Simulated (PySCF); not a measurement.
SMILES C#CCCC(=O)OC (C6H8O2), singlet at its GFN2-xTB optimised geometry (Å):

```
16

C     -1.0941    -3.4590    -0.0092
C     -0.4023    -2.4898    -0.1243
C      0.4181    -1.3041    -0.2538
C     -0.3963    -0.0346     0.0072
C      0.4847     1.1932     0.0000
O      1.6866     1.1932     0.0000
O     -0.2582     2.3088     0.0000
C      0.4524     3.5399     0.0192
H     -1.6866    -4.3190     0.0873
H      0.8464    -1.2680    -1.2591
H      1.2458    -1.3551     0.4589
H     -0.8807    -0.0910     0.9858
H     -1.1833     0.0921    -0.7384
H     -0.2813     4.3190    -0.1731
H      1.2287     3.5410    -0.7490
H      0.9212     3.6900     0.9944
```

Calculation: PBE0/def2-TZVP (PySCF). Cells within 0.4 Å of a nucleus heavier than hydrogen are left out (blank, or x).

Map of the deformation density (molecule minus spherical neutral atoms) (e/bohr³) on the plane z = 0.0 Å:

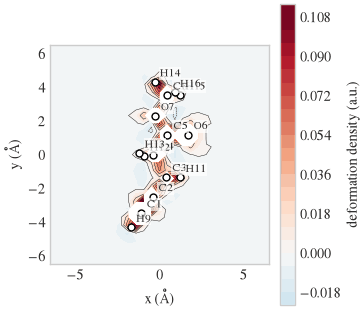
Fig. 1. Deformation density (molecule minus spherical neutral atoms) (e/bohr³) on the plane z = 0.0 Å.
